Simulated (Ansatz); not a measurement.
**AlSiNH8 (SMILES [AlH3-][NH2+][SiH3]) at RPA@PBE/def2-SVP**

What is the electronic atomisation energy of AlSiNH8 at RPA@PBE/def2-SVP? 

The results are computed with Ansatz 0.2.0.

53 further runs of the same task are left out: 1 that didn't finish, 52 set aside as unsound or not needed.

### Step 1. The structure to begin with

AlSiNH8: 11 atoms, total charge 0, spin state singlet. As SMILES, `[AlH3-][NH2+][SiH3]`. Geometry: relaxed at PBE0-D4/def2-TZVP.

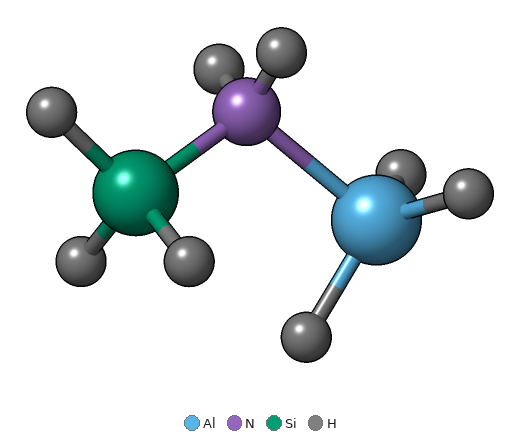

Viewed from a chosen angle; aluminium blue, nitrogen purple, silicon teal, hydrogen grey.

### Step 2. The energy at RPA@PBE/def2-SVP

File input.yaml:

```yaml
basis:
  gaussian: {orbitals: def2-SVP}
crystal:
  periodic: [false, false, false]
  atoms:
    - {symbol: Al, position_ang: [-0.900100, 1.211100, -0.740800]}
    - {symbol: N, position_ang: [-0.028300, 0.143500, 0.802700]}
    - {symbol: Si, position_ang: [0.876200, -1.248700, 0.128600]}
    - {symbol: H, position_ang: [-0.721100, 0.091900, -1.882400]}
    - {symbol: H, position_ang: [0.093800, 2.465300, -0.806700]}
    - {symbol: H, position_ang: [-2.377200, 1.435300, -0.165100]}
    - {symbol: H, position_ang: [0.566700, 0.786500, 1.316700]}
    - {symbol: H, position_ang: [-0.768500, -0.144800, 1.435900]}
    - {symbol: H, position_ang: [1.651500, -1.882900, 1.228300]}
    - {symbol: H, position_ang: [1.794800, -0.716800, -0.896700]}
    - {symbol: H, position_ang: [-0.122500, -2.197400, -0.400100]}
correlation: {method: rpa, frozen_orbitals: {Al: 5, H: 0, "N": 1, Si: 5}}
accuracy: high
hamiltonian: {xc: pbe}
```

Started as:

```
$ ansatz run input.yaml --threads 1 --pin off --max-ram 3480MiB --events-out events.jsonl --progress --plain --runs-dir runs
```

Output:

```text
Warning: RAYON_NUM_THREADS=1 ignored (pool sized by the plan → 1); use --threads N
Functional definition: PBE
  name "PBE"
  parameter kappa = 0.804
  parameter beta = 0.06672455060314922
  exchange = pbe_x(kappa = kappa, mu = beta*pi^2/3)
  correlation = pbe_c(beta = beta)
2083 factors; integrals over basis functions are off by at most 3.8e-9 eV
mean field evaluation 1: about -16072.9586 eV, gradient 5.4e1 eV
mean field evaluation 2: about -16072.9519 eV, gradient 5.4e1 eV
mean field evaluation 4: about -16078.8674 eV, gradient 1.1e1 eV
mean field evaluation 8: about -16079.2238 eV, gradient 8.0e-2 eV
mean field evaluation 16: about -16079.2238 eV, gradient 3.5e-6 eV
mean field -16079.22384204 eV, -590.9005773055 hartree, gradient 5.0e-8 eV, S^2 0.000000; 0 other end points of the search recorded, 0 dependent functions left out
11 core orbitals not correlated: weight in the atoms' cores, before any rotation towards them, 1.000 or more for the frozen orbitals, at most 0.000 for the correlated occupied ones
reference -16047.52192382 eV, -589.7355532992 hartree; 10, 10 occupied and 69, 69 virtual orbitals, 2083 factors
Total energy: -16066.29286630 eV, -590.4253727120 hartree
```

Run time: 13 s. Hardware: 1 thread of Intel Xeon Platinum 8488C (Sapphire Rapids), shared host; peak memory 0.36 GiB.

### Step 3. The Al atom at the same level

File job.yaml:

```yaml
crystal:
  periodic: [false, false, false]
  atoms:
    - {symbol: Al, position_ang: [0.000000, 0.000000, 0.000000]}
basis:
  gaussian:
    orbitals: def2-SVP
magnetization:
  spin_polarized: true
  initial_magnetization: 1
hamiltonian:
  xc: {name: PBE}
correlation:
  method: rpa
  frozen_orbitals: {Al: 5}
accuracy: high
```

Run the same way, it converges to -241.86909 Eh (log not shown).

### Step 4. The H atom

File job.yaml:

```yaml
crystal:
  periodic: [false, false, false]
  atoms:
    - {symbol: H, position_ang: [0.000000, 0.000000, 0.000000]}
basis:
  gaussian:
    orbitals: def2-SVP
accuracy: high
hamiltonian:
  xc: {name: PBE}
correlation:
  method: rpa
  frozen_orbitals: {H: 0}
magnetization:
  spin_polarized: true
  initial_magnetization: 1
```

Run the same way, it converges to -0.51231 Eh (log not shown).

### Step 5. The N atom

File input.yaml:

```yaml
crystal:
  periodic: [false, false, false]
  atoms:
    - {symbol: "N", position_ang: [0.000000, 0.000000, 0.000000]}
basis:
  gaussian: {orbitals: def2-SVP}
magnetization: {spin_polarized: true, initial_magnetization: 3}
hamiltonian: {xc: pbe}
correlation: {method: rpa, frozen_orbitals: {"N": 1}}
accuracy: high
```

Started as:

```
$ ansatz run input.yaml --threads 1 --pin off --max-ram 3480MiB --events-out events.jsonl --progress --plain --runs-dir runs
```

Output, shortened:

```text
Warning: RAYON_NUM_THREADS=1 ignored (pool sized by the plan → 1); use --threads N
[... 6 set-up lines as earlier in the session ...]
95 factors; integrals over basis functions are off by at most 1.2e-9 eV
mean field evaluation 1: about -1481.9075 eV, gradient 6.2e0 eV
mean field evaluation 2: about -1481.9067 eV, gradient 6.2e0 eV
mean field evaluation 4: about -1482.1113 eV, gradient 1.4e-2 eV
mean field evaluation 8: about -1482.1111 eV, gradient 2.9e-4 eV
mean field -1482.11109517 eV, -54.4665781364 hartree, gradient 5.5e-9 eV, S^2 3.751994; 0 other end points of the search recorded, 0 dependent functions left out
1 core orbitals not correlated: weight in the atoms' cores, before any rotation towards them, 1.000 or more for the frozen orbitals, at most 0.000 for the correlated occupied ones
reference -1478.53793188 eV, -54.3352668075 hartree; 4, 1 occupied and 9, 12 virtual orbitals, 95 factors
Total energy: -1482.39704725 eV, -54.4770866818 hartree
```

Wall time 0.42 s (1 thread of Intel Xeon Platinum 8488C (Sapphire Rapids), shared host).

### Step 6. The Si atom at the same level

File molecule.yaml:

```yaml
basis:
  gaussian: {orbitals: def2-SVP}
crystal:
  periodic: [false, false, false]
  atoms:
    - symbol: Si
      position_ang: [0.000000, 0.000000, 0.000000]
hamiltonian: {xc: {name: PBE}}
magnetization: {spin_polarized: true, initial_magnetization: 2}
correlation: {method: rpa, frozen_orbitals: {Si: 5}}
accuracy: high
```

Run the same way, it converges to -288.85953 Eh (log not shown).

### Step 7. Results

Level: RPA@PBE/def2-SVP, 11 core orbitals frozen.

```
                                  quantity          value
                    molecule: total energy  -590.42537 Eh
molecule: RPA correlation energy (valence)     -689.8 mEh
                     Al atom: total energy  -241.86909 Eh
 Al atom: RPA correlation energy (valence)      -83.4 mEh
Al atom: ⟨S²⟩ of the reference determinant          0.753
                      H atom: total energy    -0.51231 Eh
            H atom: RPA correlation energy      -13.0 mEh
 H atom: ⟨S²⟩ of the reference determinant          0.750
                      N atom: total energy   -54.47709 Eh
  N atom: RPA correlation energy (valence)     -141.8 mEh
 N atom: ⟨S²⟩ of the reference determinant          3.752
                     Si atom: total energy  -288.85953 Eh
 Si atom: RPA correlation energy (valence)     -110.6 mEh
Si atom: ⟨S²⟩ of the reference determinant          2.003
             electronic atomisation energy      30.509 eV
```

Taking the molecule apart into free atoms costs 30.51 eV (704 kcal/mol), before zero-point energy and without spin-orbit coupling.
